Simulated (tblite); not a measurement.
## Run report: C5H4F2O3, molecular dynamics (part 1 of 2)

System: C5H4F2O3.
Method: GFN2-xTB Langevin dynamics, gas phase (tblite 0.8.0).

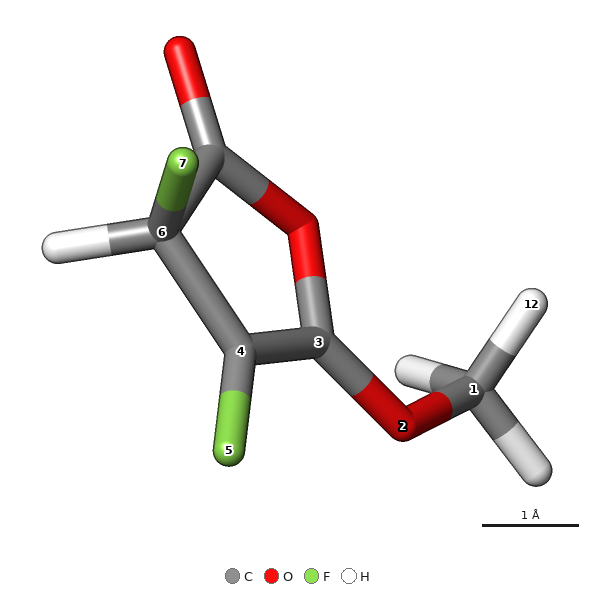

Figure 1. The input geometry (stick view, seen at a tilt; atoms are numbered from 1 in the order of the input).

## The input
```
{"job": {"kind": "md", "xc": "GFN2-xTB", "basis": "xTB", "temperature": 200, "steps": 2000, "every": 50}, "charge": 0, "multiplicity": 1}
C     -2.488492    -0.463146     0.052267
O     -1.445167    -0.295576    -0.900155
C     -0.232211    -0.057473    -0.432482
C      0.915114     0.148814    -1.094745
F      1.090901     0.132811    -2.422528
C      2.033019     0.350792    -0.122193
F      2.620644     1.592089    -0.197969
C      1.274376     0.216607     1.215729
O      1.702660     0.297261     2.317815
O     -0.035079    -0.019042     0.939753
H     -3.384676    -0.648714    -0.535084
H     -2.613958     0.437743     0.656083
H     -2.286277    -1.312695     0.707715
H      2.848467    -0.379945    -0.206374
```

The first line tells a small driver script what to run in tblite; the rest is the geometry in Å.

Machine: 1 CPU thread, shared host.

Launched with:
```bash
OMP_NUM_THREADS=1 python <driver script> task.json out
```

## What the program printed
```
t/fs     T/K      E/eV
    0.0   154.9   -935.52199
   25.0   114.0   -935.34048
   50.0   140.7   -935.37641
   75.0   137.8   -935.34194
  100.0   155.8   -935.36162
  125.0   189.8   -935.35610
  150.0   166.2   -935.31838
  175.0   197.0   -935.27556
  200.0   161.9   -935.24973
  225.0   129.8   -935.15258
  250.0   220.5   -935.24486
  275.0   177.0   -935.14021
  300.0   260.7   -935.33968
  325.0   161.1   -935.16473
  350.0   177.1   -935.24445
  375.0   131.1   -935.13531
  400.0   232.0   -935.19955
  425.0   180.0   -935.19141
  450.0   264.9   -935.27033
  475.0   254.8   -935.14492
  500.0   242.7   -935.16682
  525.0   256.0   -935.15343
  550.0   289.8   -935.09402
  575.0   172.1   -934.93711
  600.0   308.5   -935.19332
  625.0   174.2   -935.14600
  650.0   224.1   -935.20744
  675.0   241.4   -935.22532
  700.0   236.0   -935.24330
  725.0   162.0   -935.22974
  750.0   223.1   -935.25625
  775.0   182.3   -935.25864
  800.0   147.9   -935.21507
  825.0   179.6   -935.22840
  850.0   190.3   -935.21725
  875.0   221.5   -935.29317
  900.0   220.8   -935.25424
  925.0   122.1   -935.10166
  950.0   227.3   -935.29094
  975.0   149.6   -935.09795
 1000.0   169.6   -935.15162
```

## Trajectory as extended XYZ (Å, eV, eV/Å), 33 of the 41 frames kept, from step=0 to step=40
```
14
Properties=species:S:1:pos:R:3:forces:R:3 step=0 time_fs=0.0 energy=-935.52199 temperature=154.9
C    -2.4885   -0.4631    0.0523   -0.0035  -0.0060  -0.0019
O    -1.4452   -0.2956   -0.9002    0.0002  -0.0013   0.0004
C    -0.2322   -0.0575   -0.4325   -0.0030   0.0027   0.0019
C     0.9151    0.1488   -1.0947    0.0001   0.0060  -0.0022
F     1.0909    0.1328   -2.4225    0.0003  -0.0031   0.0020
C     2.0330    0.3508   -0.1222    0.0019  -0.0001  -0.0020
F     2.6206    1.5921   -0.1980   -0.0026   0.0011  -0.0011
C     1.2744    0.2166    1.2157    0.0009  -0.0004   0.0018
O     1.7027    0.2973    2.3178   -0.0009  -0.0004   0.0011
O    -0.0351   -0.0190    0.9398   -0.0018  -0.0019  -0.0023
H    -3.3847   -0.6487   -0.5351    0.0058   0.0054   0.0037
H    -2.6140    0.4377    0.6561   -0.0008  -0.0035  -0.0017
H    -2.2863   -1.3127    0.7077    0.0004   0.0043   0.0001
H     2.8485   -0.3799   -0.2064    0.0030  -0.0028   0.0002
14
Properties=species:S:1:pos:R:3:forces:R:3 step=1 time_fs=25.0 energy=-935.34048 temperature=114.0
C    -2.5161   -0.4758    0.0214   -1.5447   0.2317  -0.8438
O    -1.4719   -0.3048   -0.9103    0.1824   0.1127  -0.2309
C    -0.2766    0.0157   -0.4428   -1.3072  -0.6992   1.1259
C     0.8585    0.1778   -1.0866    1.4922  -0.0792  -0.2638
F     1.1618    0.1026   -2.3762   -0.3604   0.0000  -0.6442
C     1.9763    0.3198   -0.1174   -0.0790   1.0279  -0.0371
F     2.5484    1.5865   -0.1913    0.1162  -0.2078   0.0779
C     1.2493    0.2145    1.2069   -0.6595   0.0539   0.2720
O     1.7176    0.3049    2.2885   -0.1297  -0.0820   0.3560
O    -0.0942    0.0403    0.9583    0.5987   0.1565  -0.6758
H    -3.3898   -0.8819   -0.5926    1.0723   0.5133   0.7827
H    -2.8009    0.5090    0.4400    0.0533  -0.4996   0.0034
H    -2.2627   -1.1806    0.7973    0.0987  -0.1375   0.2799
H     2.7826   -0.3884   -0.1961    0.4667  -0.3908  -0.2022
14
Properties=species:S:1:pos:R:3:forces:R:3 step=2 time_fs=50.0 energy=-935.37641 temperature=140.7
C    -2.6234   -0.4967    0.0141    0.1570   0.6042  -0.5395
O    -1.5331   -0.2514   -0.8940    0.2301  -0.2119   0.0838
C    -0.3005   -0.0540   -0.4406   -0.1122   0.4200  -0.0944
C     0.8613    0.1370   -1.1079   -0.0305   0.0752   0.7392
F     1.1425    0.0338   -2.4249   -0.3073   0.0363   0.6286
C     1.9332    0.4061   -0.0675    0.6163  -0.1429  -0.5405
F     2.5331    1.6455   -0.1581   -0.2418   0.0051  -0.0821
C     1.1640    0.2845    1.2512    0.0067  -0.2594  -0.0501
O     1.5730    0.2813    2.3646    0.0681   0.2146  -0.0334
O    -0.1315    0.0829    0.9412   -0.4593  -0.2259  -0.3955
H    -3.3925   -0.8830   -0.6447   -0.2758   0.0496  -0.1023
H    -2.9643    0.4721    0.4483    0.3351  -0.8070   0.0403
H    -2.3922   -1.2804    0.7289    0.1824   0.2917   0.3303
H     2.7809   -0.3003   -0.1117   -0.1689  -0.0498   0.0155
14
Properties=species:S:1:pos:R:3:forces:R:3 step=4 time_fs=100.0 energy=-935.36162 temperature=155.8
C    -2.5511   -0.4363   -0.1546   -0.2169  -1.3422  -0.2097
O    -1.4888   -0.1436   -1.0173    0.9383   0.2881  -0.1744
C    -0.3082    0.0471   -0.4226   -1.6677  -0.4157  -0.1983
C     0.8782    0.0971   -0.9869    1.4397   0.0803  -0.7312
F     1.1468   -0.0258   -2.3070    0.0247   0.1247   0.5680
C     1.9130    0.3433    0.0782    0.8111  -0.5453  -0.7663
F     2.5168    1.5633   -0.0842   -0.0664   0.3605   0.3095
C     1.0562    0.2483    1.3489   -0.1600   0.1465   0.5928
O     1.3838    0.2637    2.4967   -0.1915   0.0289  -0.8784
O    -0.2496    0.1165    0.9470    0.3612   0.0613   0.5035
H    -3.4216   -0.5197   -0.8133    0.0246   0.2793   0.3959
H    -2.5970    0.3009    0.6149   -0.5515   0.5630   0.4777
H    -2.3719   -1.4248    0.3167   -0.1884   0.3014  -0.0777
H     2.7768   -0.3653    0.0511   -0.5572   0.0693   0.1887
14
Properties=species:S:1:pos:R:3:forces:R:3 step=5 time_fs=125.0 energy=-935.35610 temperature=189.8
C    -2.6336   -0.5082   -0.2295    0.3408  -0.2158   0.8672
O    -1.5166   -0.1054   -0.9957    0.6367  -0.1768  -0.0642
C    -0.3348   -0.0128   -0.3863    0.7853   0.2931  -1.3520
C     0.8998    0.0581   -0.9634   -0.3851  -0.2109   1.5769
F     1.2426   -0.0743   -2.2330   -0.0645  -0.0764  -0.5041
C     1.9457    0.2318    0.1388   -0.5062   0.9876  -1.2666
F     2.5885    1.4799    0.0078   -0.2588  -0.7978   0.2204
C     1.0243    0.2553    1.3431    0.5080  -0.1098   1.3867
O     1.3384    0.3092    2.4914    0.1098   0.1351  -0.0276
O    -0.2553    0.1434    0.9788   -0.6213  -0.1893  -0.2416
H    -3.4572   -0.5195   -0.9214   -0.3678   0.3048  -0.0419
H    -2.7378    0.1752    0.6287   -0.3905  -0.1387  -0.3383
H    -2.5227   -1.5294    0.1760    0.1747   0.2177  -0.1548
H     2.7310   -0.5225    0.1974    0.0389  -0.0228  -0.0603
14
Properties=species:S:1:pos:R:3:forces:R:3 step=6 time_fs=150.0 energy=-935.31838 temperature=166.2
C    -2.6638   -0.5975   -0.2738    0.1256   0.6254   0.1527
O    -1.5240   -0.0982   -0.9902    0.4668  -0.1177   0.3609
C    -0.3276    0.0109   -0.3915   -0.4825  -0.3621  -0.8802
C     0.9019   -0.0001   -0.9508   -0.3876   0.5874   1.4614
F     1.2863   -0.1040   -2.2052   -0.0710  -0.0940  -0.7591
C     1.8947    0.1874    0.1529    0.2438   0.7759   0.5154
F     2.6547    1.3758    0.1420   -0.5704  -0.7156  -0.2386
C     0.9991    0.2365    1.4331   -0.2881   0.0452  -2.5781
O     1.3273    0.4410    2.5314    0.1818   0.0523   1.5697
O    -0.2843    0.1013    0.9783   -0.1052   0.0080   0.7026
H    -3.4298   -0.6063   -1.0570    0.0540  -0.1707   0.4096
H    -2.9582    0.0622    0.5655    0.1528  -0.0120  -0.4869
H    -2.4888   -1.5763    0.1703    0.0925  -0.1749  -0.2978
H     2.6087   -0.6155    0.1975    0.5876  -0.4472   0.0683
14
Properties=species:S:1:pos:R:3:forces:R:3 step=8 time_fs=200.0 energy=-935.24973 temperature=161.9
C    -2.5054   -0.7290   -0.2776   -1.3126   0.5561   0.5729
O    -1.4889   -0.1359   -1.0259    1.6712   0.3458   0.7924
C    -0.3301    0.0128   -0.3410    0.8049  -0.9279  -1.2562
C     0.9490   -0.0355   -0.8243   -1.2908   0.2966   0.2014
F     1.2456   -0.1426   -2.1239    0.2211   0.0885   0.0504
C     1.9471    0.0863    0.2954   -0.5966  -0.3491  -0.2343
F     2.8454    1.1079    0.1856   -0.2266   0.1548   0.1465
C     0.9370    0.2396    1.4750    0.3878   0.3045   0.5555
O     1.1491    0.5618    2.5996    0.1998  -0.2676  -0.2270
O    -0.3209   -0.0223    1.0392   -0.0764   0.4956  -0.2070
H    -3.3084   -0.8638   -0.9997   -0.0322  -0.3971   0.0687
H    -2.9052   -0.0647    0.5167    0.2798   0.0327  -0.3037
H    -2.2076   -1.6337    0.2386    0.1138  -0.3913  -0.2776
H     2.5608   -0.8273    0.3981   -0.1433   0.0583   0.1181
14
Properties=species:S:1:pos:R:3:forces:R:3 step=9 time_fs=225.0 energy=-935.15258 temperature=129.8
C    -2.5137   -0.8104   -0.3367   -0.9853   0.8658   1.7931
O    -1.4602   -0.1457   -0.9602    1.0207  -0.2220  -0.4331
C    -0.2782   -0.1787   -0.3538   -0.2703   0.8239  -0.6175
C     0.9583   -0.0731   -0.8712   -0.9635  -0.0199  -0.0719
F     1.2797   -0.2668   -2.1655    0.1833   0.1520   0.6437
C     1.8708    0.0884    0.2984    1.8185  -0.4074  -0.4718
F     2.8527    1.0317    0.1431   -0.2233   0.1091   0.1800
C     0.9508    0.2623    1.4958   -0.4568   0.2051  -0.3937
O     1.1137    0.5370    2.6344    0.5854  -0.0052   0.1183
O    -0.2758   -0.0053    1.0066   -0.9783  -0.2473   0.4569
H    -3.2302   -0.9521   -1.1168   -0.5477  -0.3085  -0.2683
H    -2.9714   -0.1758    0.4957    0.4011  -0.4225  -0.9550
H    -2.2250   -1.7238    0.1671    0.1655  -0.4114  -0.2487
H     2.4107   -0.8654    0.4210    0.2506  -0.1116   0.2680
14
Properties=species:S:1:pos:R:3:forces:R:3 step=10 time_fs=250.0 energy=-935.24486 temperature=220.5
C    -2.5931   -0.9186   -0.3952   -0.2282   0.3182   1.3436
O    -1.4771   -0.2888   -1.0076    0.6920  -0.0677   0.1485
C    -0.3222   -0.1727   -0.3212   -0.0710  -0.2614  -1.3684
C     0.9432   -0.1662   -0.8227   -0.5385  -0.2672  -0.1512
F     1.3631   -0.3615   -2.0942   -0.4801   0.0639   0.5439
C     1.9223   -0.0347    0.2871    0.4354   1.7231  -0.1121
F     2.8083    1.1011    0.1218   -1.0106  -1.4236   0.3051
C     0.9648    0.2382    1.4690   -0.4327  -0.6000   0.1036
O     1.2176    0.5280    2.5867    0.0068   0.0562  -0.0792
O    -0.3399   -0.0046    1.0399    0.9178   0.3413   0.1963
H    -3.3850   -1.0616   -1.1251    0.3597  -0.0362  -0.2625
H    -3.0185   -0.2892    0.4161    0.2521  -0.0168  -0.3425
H    -2.3197   -1.8606    0.0991    0.0369   0.0035  -0.3950
H     2.5667   -0.9089    0.4319    0.0604   0.1667   0.0698
14
Properties=species:S:1:pos:R:3:forces:R:3 step=11 time_fs=275.0 energy=-935.14021 temperature=177.0
C    -2.6173   -0.9290   -0.4521   -0.3905  -0.4177  -0.8176
O    -1.4268   -0.4261   -1.0732   -0.1355  -0.0895   0.1335
C    -0.3192   -0.2308   -0.3598   -0.5096  -0.3139   0.1889
C     0.9515   -0.2930   -0.7677   -0.6742   0.2337  -0.6825
F     1.4055   -0.4464   -1.9916    0.1587  -0.3461  -1.1852
C     1.8669    0.0036    0.3120    1.4776  -0.7382   0.8983
F     2.6153    1.1432    0.1723    0.3690  -0.0699  -0.2032
C     0.9433    0.2225    1.4784   -0.4146   0.2503   0.6685
O     1.2968    0.5575    2.5698   -1.1073  -0.3685  -0.5889
O    -0.3489    0.0220    1.0136    0.2011   0.1459   0.7075
H    -3.4829   -0.8745   -1.1649    1.1608  -0.1899   0.1218
H    -2.9174   -0.3153    0.3498   -0.1061   0.8366   1.2349
H    -2.4963   -1.9561   -0.0808    0.1090   0.1639  -0.2784
H     2.5450   -0.8797    0.5321   -0.1383   0.9032  -0.1975
14
Properties=species:S:1:pos:R:3:forces:R:3 step=12 time_fs=300.0 energy=-935.33968 temperature=260.7
C    -2.5743   -0.9009   -0.4268   -0.5979   0.1226  -0.2610
O    -1.3793   -0.4660   -1.0785   -0.1862  -0.0690   0.3305
C    -0.2816   -0.3128   -0.3562   -0.0207   0.6603   0.4619
C     0.9981   -0.3237   -0.7723   -0.5436   0.1119  -0.3905
F     1.3866   -0.5982   -2.0313    0.0440  -0.0637   0.3070
C     1.9219    0.0532    0.3282   -0.5034  -0.8077   0.7613
F     2.5764    1.2248    0.1738    0.4695   0.4204  -0.2483
C     0.8894    0.2501    1.4934    0.3201   0.1783   0.1593
O     1.1248    0.5492    2.6201   -0.0165  -0.1218  -0.2705
O    -0.3576    0.0882    1.0163   -0.0630  -0.7124  -1.1256
H    -3.4514   -0.6666   -1.0429    0.4764   0.1392  -0.3911
H    -2.7677   -0.3766    0.5036    0.4046  -0.1272   0.3409
H    -2.5738   -1.9837   -0.3232    0.2048  -0.0960   0.3306
H     2.6494   -0.7489    0.5614    0.0119   0.3650  -0.0047
14
Properties=species:S:1:pos:R:3:forces:R:3 step=14 time_fs=350.0 energy=-935.24445 temperature=177.1
C    -2.4240   -1.0058   -0.3532   -0.3818  -0.2256  -0.3198
O    -1.3095   -0.4953   -1.1267   -1.7057  -0.6431  -0.2495
C    -0.2353   -0.3339   -0.4397   -0.0107   0.9042   1.9091
C     1.0478   -0.3238   -0.7351    1.8355  -0.0638  -0.0042
F     1.5953   -0.8140   -1.8536    0.0755   0.1065  -0.2462
C     1.9204    0.1322    0.4362   -0.8999  -0.3860  -0.7768
F     2.5148    1.3519    0.2442    0.0745   0.0341  -0.1563
C     0.8050    0.3166    1.4802    0.0374   0.0031   1.1196
O     0.9751    0.6210    2.6262   -0.4567  -0.1606  -0.8470
O    -0.4148    0.0767    0.9196    0.9937   0.0614  -0.1553
H    -3.3630   -0.7548   -0.8332    0.0788   0.1821  -0.5928
H    -2.5024   -0.5522    0.6338    0.4207  -0.1859   0.0529
H    -2.3711   -2.1040   -0.3213    0.1734   0.2894   0.2257
H     2.7240   -0.5703    0.7058   -0.2348   0.0842   0.0408
14
Properties=species:S:1:pos:R:3:forces:R:3 step=15 time_fs=375.0 energy=-935.13531 temperature=131.1
C    -2.4599   -1.1346   -0.4362    0.2614   0.8447  -0.8527
O    -1.2766   -0.5608   -1.1400   -2.6627  -0.9783  -0.6584
C    -0.2299   -0.2757   -0.4672    0.2351   0.3173   2.2438
C     1.0605   -0.3447   -0.7393    2.2839   0.4467   0.5807
F     1.7589   -0.8077   -1.7956   -0.6342   0.1424  -0.0176
C     1.8903    0.1435    0.4604    0.6614  -0.7706  -0.4241
F     2.5653    1.3368    0.2988   -0.2252  -0.1437  -0.2458
C     0.8325    0.3309    1.5172   -1.6969   0.2106  -0.4269
O     0.8986    0.6421    2.6549    0.2831  -0.0323   0.1696
O    -0.4033    0.1565    0.8975    0.7647  -0.2972  -0.5420
H    -3.3578   -1.0789   -1.0829    0.8790   0.0392  -0.0602
H    -2.6797   -0.5608    0.4423    0.0819   0.4323   0.5040
H    -2.2810   -2.1518   -0.1479    0.3026  -0.5343  -0.0565
H     2.6866   -0.5888    0.7611   -0.5340   0.3230  -0.2141
14
Properties=species:S:1:pos:R:3:forces:R:3 step=16 time_fs=400.0 energy=-935.19955 temperature=232.0
C    -2.3568   -1.1628   -0.5199   -0.2211   0.3317   1.5166
O    -1.1937   -0.6057   -1.1016   -1.1565  -0.7668  -2.3027
C    -0.1496   -0.2884   -0.4493    0.8014   0.8693   2.3919
C     1.1679   -0.2805   -0.6774    0.5813  -0.4268   0.1835
F     1.7722   -0.7869   -1.7581    0.0880   0.0060  -0.2311
C     1.9528    0.1475    0.5476   -0.3763   0.3716  -0.7878
F     2.6569    1.3265    0.3676   -0.0701  -0.2271  -0.0124
C     0.7919    0.3983    1.4897   -0.8871   0.0233   1.0666
O     0.8478    0.6349    2.6550    0.0704   0.2049  -0.1105
O    -0.4020    0.2263    0.8556    0.8797  -0.2878  -0.1940
H    -3.0363   -1.3878   -1.3086   -0.2185  -0.2541  -0.7246
H    -2.8626   -0.4511    0.1449    0.1544   0.2475  -0.0588
H    -2.1904   -2.0461    0.1135    0.3819   0.0127  -0.3922
H     2.6592   -0.5631    0.9955   -0.0273  -0.1042  -0.3443
14
Properties=species:S:1:pos:R:3:forces:R:3 step=18 time_fs=450.0 energy=-935.27033 temperature=264.9
C    -2.2273   -1.0480   -0.6048   -0.7084   0.2416  -0.3116
O    -0.9824   -0.6190   -1.1623   -1.4654  -0.2360  -0.8289
C    -0.0489   -0.1986   -0.3781    0.9695  -0.5443   1.2779
C     1.2799   -0.2686   -0.5467    0.1435  -0.1200  -0.9826
F     1.8421   -0.6291   -1.7302    0.0879   0.2211   0.5945
C     1.9936    0.1435    0.6814   -0.4827   0.4150   0.7873
F     2.7738    1.2524    0.5679    0.1682   0.4379  -0.0768
C     0.7691    0.3961    1.6460    0.5717   0.1721  -0.4854
O     0.7204    0.7559    2.7720    0.4653   0.0231   0.2513
O    -0.3269    0.1095    0.9510   -1.3573   0.0195  -0.4548
H    -2.8123   -1.5179   -1.4238    0.5488   0.3311   0.4266
H    -2.8224   -0.2358   -0.1651    0.2428   0.2362  -0.3748
H    -2.1048   -1.7407    0.2097    0.3761  -0.5707   0.1923
H     2.6121   -0.5986    1.1631    0.4399  -0.6265  -0.0150
14
Properties=species:S:1:pos:R:3:forces:R:3 step=19 time_fs=475.0 energy=-935.14492 temperature=254.8
C    -2.2649   -0.9652   -0.6149    2.1455  -1.3430  -0.0182
O    -0.9599   -0.5573   -1.1845   -1.7326  -0.4613   0.7050
C    -0.0284   -0.3992   -0.2724    0.1976   1.2241  -0.4619
C     1.2899   -0.2941   -0.4711    1.0456  -0.2597  -1.3753
F     1.9562   -0.4840   -1.6475   -0.5409  -0.2016   0.6486
C     2.0236    0.1115    0.7456   -0.6382   0.8236   0.0754
F     2.8160    1.2443    0.6199   -0.5443  -0.0937  -0.0700
C     0.7785    0.3591    1.6394    0.4688   0.6312   1.6263
O     0.7890    0.7559    2.7675   -0.0057  -0.1674  -0.4577
O    -0.3645    0.0557    1.0037    0.2694  -0.6593  -0.4379
H    -2.8885   -1.2829   -1.4068   -0.3859  -0.1865  -0.9778
H    -2.7565   -0.2478   -0.0296   -0.2692   1.3680   0.6119
H    -2.0397   -1.8293    0.0340   -0.2689   0.1189  -0.1574
H     2.7074   -0.5955    1.1748    0.2589  -0.7932   0.2889
14
Properties=species:S:1:pos:R:3:forces:R:3 step=20 time_fs=500.0 energy=-935.16682 temperature=242.7
C    -2.3011   -0.9077   -0.6605    0.1434  -2.1075   0.1035
O    -1.0198   -0.5663   -1.1210    0.7299   0.4919   0.0152
C    -0.0257   -0.2939   -0.2830   -0.7777  -0.5062   0.7488
C     1.2878   -0.2608   -0.4682    0.7003  -0.0057  -0.4817
F     2.0018   -0.4270   -1.6010   -0.3546   0.0106   0.2568
C     1.9740    0.1075    0.8089    0.1499   0.7814  -0.5221
F     2.7792    1.1922    0.6381    0.3143   0.7509   0.0600
C     0.8212    0.4069    1.7770   -0.3817  -1.5297  -1.7911
O     0.8514    0.8465    2.8635   -0.5065   0.1136   0.3049
O    -0.3036   -0.1043    1.0771    0.0465   1.0547   0.7721
H    -2.8668   -1.0215   -1.5705   -0.3866   0.2091  -0.3052
H    -2.7677   -0.2293    0.0173   -0.0378   0.6162   0.4308
H    -2.2807   -1.9468   -0.2005    0.0536   1.0095  -0.1339
H     2.6557   -0.6446    1.1497    0.3071  -0.8888   0.5421
```
